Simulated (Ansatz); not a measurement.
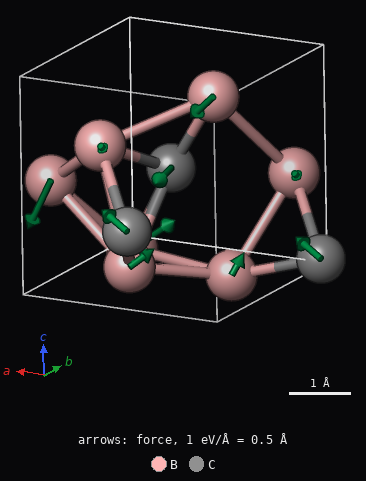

Starting geometry of a crystal of B₃C (a generated structure, set up in P1) (coarse preliminary run) with the computed forces as green arrows. Style: ball-and-stick. Shown: the cell of the calculation, from a free direction.

Computed with DFT PBE, scalar-relativistic, plane waves, PAW (Ansatz 0.2.0).

The input:
```yaml
crystal:
  lattice:
    - [3.691329572, 0.0003559289, 0.0322896129]
    - [0.0003559289, 3.7355329556, 0.0853344749]
    - [0.0322896129, 0.0853344749, 3.7335618457]
  atoms:
    - { symbol: B, position: [0.2426692847, 0.5609941498, 0.0312038769] }
    - { symbol: B, position: [0.7455370285, 0.5185795797, 1.0176886606] }
    - { symbol: B, position: [0.9885732928, 0.2463099223, 0.4581016322] }
    - { symbol: B, position: [0.9947927259, 0.7069448421, 0.4919931718] }
    - { symbol: B, position: [0.4790982902, 1.0806710963, 0.2524797492] }
    - { symbol: B, position: [0.5139793638, 0.8964628725, 0.7253725764] }
    - { symbol: C, position: [1.0092945498, -0.0363803676, 0.025908063] }
    - { symbol: C, position: [0.5260554643, 0.5264179048, 0.4972522699] }
basis:
  ecutwfc: 420
kpoints:
  mp_grid: { grid: [6, 6, 6] }
hamiltonian:
  xc: pbe
scf:
  occupations: { method: gaussian, width: 0.2 }
  lower_state_search: "off"
output:
  forces: true
  stress: true
  eigenvalues: true
relax:
  adjacent_minimum: "off"
  f_tol: 0.025
  max_steps: 60
  cell: { stress_tol: 0.25 }
```

Launched with:
```bash
ansatz run input.yaml --threads 1 --pin off --max-ram 2560MiB --backend cpu --events-out ev --progress --plain --runs-dir out
```

Question: Is this structure relaxed? If not, where do the atoms go?

Answer: It isn't relaxed: the largest force vector, on B5, is 2.61 eV/Å. The final displacements follow the starting forces only in part (cosine between the two patterns 0.65). The energy falls by 13.938 eV per cell of the calculation in 26 accepted moves (30 points after the start). The largest force component goes from 2.6 to 0.0089 eV/Å. Pressure: 3.03 GPa at the start and 0.01 GPa at the end. The line search rejected the trial steps at points 15, 26 of the run. At 2 points the geometry stayed and the basis and grid were re-selected for the new cell (energy shift of 0.216 eV per cell of the calculation at most each time). The atom that moves furthest relative to the cell is B3 (1.92 Å roughly along −c). By element the largest moves are B 1.92 Å, C 0.76 Å. The drawn cell changes as follows: a 3.691 → 3.951 Å (+7.0 %), b 3.737 → 4.158 Å (+11.3 %), c 3.735 → 3.883 Å (+4.0 %), α 87.4° → 62.3°, β 89.0° → 89.3°, γ 90.0° → 89.4°; the volume changes by +9.8 %. Near-neighbour distances that change, for instance: B3–C8 4.093 → 1.736 Å, B5–B6 2.117 → 4.294 Å, B3–B4 3.926 → 1.772 Å, B1–B5 2.321 → 4.108 Å. Among the angles between lasting bonds that change: B5–C8–B6 172.8° → 109.0°, B3–C7–B4 61.9° → 125.3°, B2–B3–C7 68.2° → 130.1°. The space group stays P1 (No. 1). The run took 6.9 min on 1 thread of Arm Neoverse V2 (shared host), peak memory 0.44 GiB.
